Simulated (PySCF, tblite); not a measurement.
# C₄H₆NO−: dynamics, then NMR shifts on frames, part 2 of 2

tblite 0.8.0 and PySCF 2.14.0. Atoms count from 0. The steps go on from the part before.

## 5. Shielding tensors: 625 fs, PBE0/pcSseg-1

The job: settings as JSON, then the geometry in Å.

```
{"job": {"kind": "nmr", "xc": "PBE0", "basis": "pcSseg-1", "pop": false}, "charge": -1, "multiplicity": 1}
C     -0.341100    -1.468100     0.182000
C     -0.584200    -0.074300     0.855400
C      0.585300     0.782800     1.013600
N      1.442400     1.569900     1.077400
C     -1.764600     0.686600    -0.098600
O     -2.761400    -0.117400    -0.242500
H      0.204500    -1.292800    -0.834100
H     -1.308800    -1.868000    -0.195500
H      0.260900    -2.111900     0.849700
H     -1.152700    -0.189800     1.792200
H     -1.897500     1.725100     0.479600
H     -1.247100     0.950500    -1.073700
```

Level: GIAO PBE0/pcSseg-1 NMR shielding, non-relativistic, gas phase.

What it wrote:

```text
coarse grid: 10216 points
cycle   1  E = -285.3706733433  dE =  5.011e-01  |g| = 9.877e-01  |ddm| = 3.023e+00
cycle   2  E = -282.3622924823  dE =  3.008e+00  |g| = 3.306e+00  |ddm| = 8.186e+00
cycle   3  E = -285.4969675986  dE = -3.135e+00  |g| = 5.541e-01  |ddm| = 7.853e+00
cycle   4  E = -285.5403188145  dE = -4.335e-02  |g| = 4.255e-01  |ddm| = 9.458e-01
cycle   5  E = -285.5751274141  dE = -3.481e-02  |g| = 1.090e-01  |ddm| = 3.271e-01
cycle   6  E = -285.5778804867  dE = -2.753e-03  |g| = 2.742e-02  |ddm| = 1.037e-01
cycle   7  E = -285.5780381792  dE = -1.577e-04  |g| = 9.199e-03  |ddm| = 2.848e-02
cycle   8  E = -285.5780598000  dE = -2.162e-05  |g| = 1.066e-03  |ddm| = 1.153e-02
cycle   9  E = -285.5780600534  dE = -2.534e-07  |g| = 3.492e-04  |ddm| = 2.113e-03
final grid: 99264 points
cycle  10  E = -285.6244790558  dE = -1.473e-05  |g| = 8.627e-03  |ddm| = 2.204e-02
cycle  11  E = -285.6244488098  dE =  3.025e-05  |g| = 1.518e-02  |ddm| = 2.663e-02
cycle  12  E = -285.6244934723  dE = -4.466e-05  |g| = 1.597e-03  |ddm| = 1.995e-02
cycle  13  E = -285.6244940045  dE = -5.322e-07  |g| = 2.752e-04  |ddm| = 1.994e-03
cycle  14  E = -285.6244940129  dE = -8.362e-09  |g| = 1.948e-04  |ddm| = 2.783e-04
cycle  15  E = -285.6244940205  dE = -7.634e-09  |g| = 5.781e-05  |ddm| = 1.815e-04
cycle  16  E = -285.6244940213  dE = -7.836e-10  |g| = 1.124e-05  |ddm| = 7.436e-05
converged SCF energy = -285.6244940213

GIAO shielding tensors (ppm)
atom      isotropic    diamagn.    paramagn.     s11        s22        s33       span
  0 C      162.318     248.634     -86.316    142.152    163.860    180.942     38.790
  1 C      142.901     251.229    -108.328    126.999    139.624    162.081     35.082
  2 C       48.475     259.361    -210.886    -70.886    -62.539    278.850    349.736
  3 N      -26.769     343.375    -370.145   -182.023   -146.590    248.305    430.328
  4 C       85.493     237.216    -151.723     40.806     75.406    140.266     99.460
  5 O      164.218     397.702    -233.484    -51.996    238.445    306.205    358.201
  6 H       29.893      29.872       0.021     26.597     27.736     35.347      8.749
  7 H       27.736      29.453      -1.717     22.711     27.502     32.993     10.282
  8 H       30.326      29.860       0.466     25.758     28.845     36.375     10.617
  9 H       30.031      31.156      -1.125     25.371     29.441     35.283      9.912
 10 H       24.488      26.444      -1.956     21.092     24.255     28.117      7.025
 11 H       25.578      28.627      -3.049     21.119     24.499     31.116      9.997
```

Wall time 8.2 s (1 thread of Arm Neoverse V2, shared host); peak memory 0.64 GiB.

In short: δ C2 138.5, C4 101.4, C1 44.0, C0 24.6, H10 7.23, H11 6.14 ppm.

## 6. Nuclear shieldings: 800 fs, PBE0/pcSseg-1

The job: settings as JSON, then the geometry in Å.

```
{"job": {"kind": "nmr", "xc": "PBE0", "basis": "pcSseg-1", "pop": false}, "charge": -1, "multiplicity": 1}
C     -0.010400    -0.940800    -0.694700
C     -0.478400    -0.074500     0.472100
C      0.378200     0.958300     0.812400
N      1.212800     1.718200     1.038500
C     -2.036000     0.510700     0.232700
O     -2.775100    -0.336200    -0.393500
H      0.628300    -0.405000    -1.414900
H     -0.968700    -1.127400    -1.220400
H      0.489000    -1.838500    -0.314300
H     -0.670900    -0.700300     1.349700
H     -2.278700     0.897000     1.257100
H     -1.754600     1.412600    -0.442900
```

Method: GIAO PBE0/pcSseg-1 NMR shielding, non-relativistic, gas phase.

What it wrote:

```text
coarse grid: 10216 points
cycle   1  E = -285.3754508483  dE =  7.379e-01  |g| = 9.744e-01  |ddm| = 3.080e+00
cycle   2  E = -282.8920878965  dE =  2.483e+00  |g| = 2.952e+00  |ddm| = 1.010e+01
cycle   3  E = -285.5177944542  dE = -2.626e+00  |g| = 4.621e-01  |ddm| = 9.913e+00
cycle   4  E = -285.5540984025  dE = -3.630e-02  |g| = 3.320e-01  |ddm| = 8.499e-01
cycle   5  E = -285.5727161256  dE = -1.862e-02  |g| = 1.341e-01  |ddm| = 3.020e-01
cycle   6  E = -285.5766710780  dE = -3.955e-03  |g| = 2.732e-02  |ddm| = 1.219e-01
cycle   7  E = -285.5768313615  dE = -1.603e-04  |g| = 8.219e-03  |ddm| = 2.909e-02
cycle   8  E = -285.5768478359  dE = -1.647e-05  |g| = 1.042e-03  |ddm| = 9.329e-03
cycle   9  E = -285.5768480904  dE = -2.545e-07  |g| = 3.425e-04  |ddm| = 2.103e-03
final grid: 99264 points
cycle  10  E = -285.6221683591  dE = -1.693e-05  |g| = 8.924e-03  |ddm| = 2.247e-02
cycle  11  E = -285.6221402840  dE =  2.808e-05  |g| = 1.502e-02  |ddm| = 2.574e-02
cycle  12  E = -285.6221838144  dE = -4.353e-05  |g| = 1.664e-03  |ddm| = 1.924e-02
cycle  13  E = -285.6221843867  dE = -5.723e-07  |g| = 2.449e-04  |ddm| = 2.174e-03
cycle  14  E = -285.6221843939  dE = -7.117e-09  |g| = 1.673e-04  |ddm| = 2.595e-04
cycle  15  E = -285.6221843992  dE = -5.374e-09  |g| = 5.757e-05  |ddm| = 1.627e-04
cycle  16  E = -285.6221844000  dE = -7.349e-10  |g| = 9.648e-06  |ddm| = 6.352e-05
converged SCF energy = -285.6221844000

GIAO shielding tensors (ppm)
atom      isotropic    diamagn.    paramagn.     s11        s22        s33       span
  0 C      172.889     247.647     -74.759    153.492    175.972    189.201     35.709
  1 C      157.520     251.851     -94.331    144.068    155.267    173.225     29.157
  2 C       48.898     260.300    -211.402    -75.858    -63.489    286.041    361.899
  3 N      -15.710     344.957    -360.667   -165.872   -135.222    253.963    419.836
  4 C       96.290     236.992    -140.702     54.863     81.584    152.425     97.562
  5 O      217.227     398.259    -181.032     25.201    292.066    334.415    309.214
  6 H       31.500      30.999       0.502     27.450     29.415     37.636     10.186
  7 H       27.950      29.000      -1.051     23.558     26.692     33.599     10.041
  8 H       30.998      30.605       0.393     25.503     29.415     38.076     12.573
  9 H       30.269      31.966      -1.697     25.740     28.604     36.464     10.723
 10 H       25.733      27.417      -1.685     21.881     25.838     29.479      7.598
 11 H       25.555      27.374      -1.819     19.822     24.741     32.103     12.281
```

It took 7.5 s on 1 thread of Arm Neoverse V2, shared host; peak memory 0.64 GiB.

Key values: δ C2 138.0, C4 90.6, C1 29.4, C0 14.0, H11 6.16, H10 5.98 ppm.

## 7. Nuclear shieldings: 1000 fs, PBE0/pcSseg-1

The job: settings as JSON, then the geometry in Å.

```
{"job": {"kind": "nmr", "xc": "PBE0", "basis": "pcSseg-1", "pop": false}, "charge": -1, "multiplicity": 1}
C     -0.077700    -1.317100    -0.589900
C     -0.411000    -0.365900     0.606900
C      0.561500     0.605000     0.955100
N      1.319700     1.385400     1.339800
C     -1.852500     0.329800     0.212000
O     -2.815800    -0.510500     0.335100
H      0.560800    -0.804300    -1.249600
H     -1.070800    -1.488300    -1.050100
H      0.409400    -2.255200    -0.241200
H     -0.555600    -1.105600     1.471500
H     -1.897100     1.259500     0.895000
H     -1.501100     0.772200    -0.787500
```

With the program's defaults for keys left out, this is: GIAO PBE0/pcSseg-1 NMR shielding, non-relativistic, gas phase.

What it wrote:

```text
coarse grid: 10216 points
cycle   1  E = -285.3688893472  dE =  6.693e-01  |g| = 9.832e-01  |ddm| = 3.058e+00
cycle   2  E = -282.6636418344  dE =  2.705e+00  |g| = 3.089e+00  |ddm| = 8.969e+00
cycle   3  E = -285.5084708732  dE = -2.845e+00  |g| = 4.944e-01  |ddm| = 8.695e+00
cycle   4  E = -285.5450620022  dE = -3.659e-02  |g| = 3.793e-01  |ddm| = 9.039e-01
cycle   5  E = -285.5711795586  dE = -2.612e-02  |g| = 1.234e-01  |ddm| = 3.214e-01
cycle   6  E = -285.5745957785  dE = -3.416e-03  |g| = 2.554e-02  |ddm| = 1.128e-01
cycle   7  E = -285.5747351314  dE = -1.394e-04  |g| = 8.074e-03  |ddm| = 2.635e-02
cycle   8  E = -285.5747512757  dE = -1.614e-05  |g| = 9.694e-04  |ddm| = 9.671e-03
cycle   9  E = -285.5747515103  dE = -2.346e-07  |g| = 2.550e-04  |ddm| = 2.116e-03
final grid: 99264 points
cycle  10  E = -285.6204973019  dE = -1.715e-05  |g| = 8.804e-03  |ddm| = 2.430e-02
cycle  11  E = -285.6204701081  dE =  2.719e-05  |g| = 1.481e-02  |ddm| = 2.588e-02
cycle  12  E = -285.6205123103  dE = -4.220e-05  |g| = 1.718e-03  |ddm| = 1.959e-02
cycle  13  E = -285.6205129143  dE = -6.040e-07  |g| = 2.936e-04  |ddm| = 2.215e-03
cycle  14  E = -285.6205129248  dE = -1.047e-08  |g| = 1.987e-04  |ddm| = 3.141e-04
cycle  15  E = -285.6205129327  dE = -7.895e-09  |g| = 5.735e-05  |ddm| = 1.850e-04
cycle  16  E = -285.6205129335  dE = -7.574e-10  |g| = 9.864e-06  |ddm| = 6.944e-05
converged SCF energy = -285.6205129335

GIAO shielding tensors (ppm)
atom      isotropic    diamagn.    paramagn.     s11        s22        s33       span
  0 C      165.124     249.108     -83.983    146.441    164.005    184.927     38.486
  1 C      145.708     250.021    -104.313    111.969    151.490    173.666     61.697
  2 C       51.055     258.847    -207.792    -71.085    -58.188    282.438    353.523
  3 N      -20.597     343.859    -364.456   -169.641   -138.552    246.402    416.043
  4 C       91.793     237.101    -145.308     54.459     79.823    141.098     86.640
  5 O      210.576     395.719    -185.143     64.083    220.257    347.386    283.303
  6 H       31.868      32.323      -0.456     28.456     30.125     37.023      8.567
  7 H       28.422      29.432      -1.010     23.982     27.841     33.442      9.460
  8 H       30.195      30.162       0.033     25.395     28.575     36.616     11.220
  9 H       29.458      30.279      -0.821     24.215     29.815     34.343     10.128
 10 H       24.997      27.315      -2.318     20.649     25.108     29.235      8.586
 11 H       26.425      27.730      -1.304     22.516     26.434     30.325      7.809
```

Wall time 8.2 s (1 thread of Arm Neoverse V2, shared host); peak memory 0.64 GiB.

In short: δ C2 135.9, C4 95.1, C1 41.2, C0 21.8, H10 6.72, H11 5.29 ppm.

## 8. Comparing the runs: NMR shifts

Shifts (ppm) of some atoms, chosen among heavy atoms and hydrogens apart, with basis size and wall time:

```
  frame     C4    C1    C0   H10     H6     N3     O5  functions   time
 250 fs  105.7  31.6  17.1  7.91  -0.32  283.8  173.4        132   11 s
 425 fs  103.1  30.7  15.6  7.02   0.89  293.7  180.5        132  8.5 s
 625 fs  101.4  44.0  24.6  7.23   1.82  294.5  171.9        132  8.2 s
 800 fs   90.6  29.4  14.0  5.98   0.22  283.4  118.9        132  7.5 s
1000 fs   95.1  41.2  21.8  6.72  -0.15  288.3  125.5        132  8.2 s
```

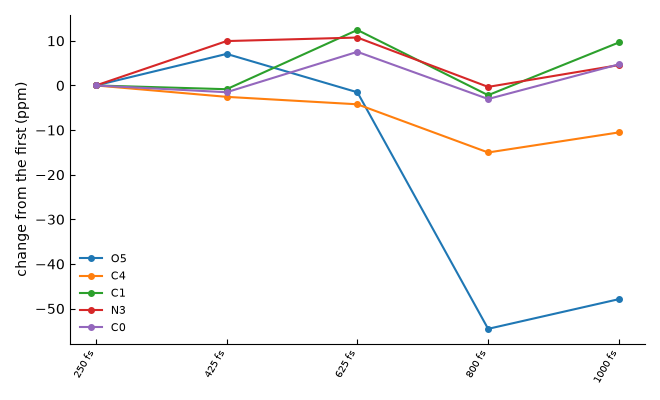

How five of the tabulated atoms move from run to run.

## 9. Outcome

What follows sums up all 2 parts.

| quantity | value |
| --- | --- |
| thermostat | 300 K |
| mean temperature, second half | 268 K |
| mean potential energy above the minimum | 0.35 eV |
| ¹³C shifts against TMS (PBE0/pcSseg-1, 250 fs) | 140.4, 105.7, 31.6, 17.1 ppm |
| ¹H shifts against TMS (PBE0/pcSseg-1, 250 fs) | 7.91, 6.93, 2.59, 0.66, 0.60, -0.32 ppm |
| ¹⁵N shifts against NH3 (PBE0/pcSseg-1, 250 fs) | 283.8 ppm |
| ¹⁷O shifts against H2O (PBE0/pcSseg-1, 250 fs) | 173.4 ppm |
| range of the shift of O5 | 118.9 to 180.5 ppm |

In the second half the potential energy averages 0.35 eV above the minimum; equipartition over 30 harmonic modes at 300 K would give 0.39 eV. With 12 atoms the temperature swings widely (152 to 418 K). Shifts at one fixed geometry are not the observed spectrum, which averages over the motion. In the first frame run (250 fs): The largest span, 415 ppm, is at N3, where the paramagnetic term is -360 ppm. In ppm, O5 moves most: its shift spreads over 61.6 ppm, from 118.9 (800 fs) to 180.5 (425 fs).
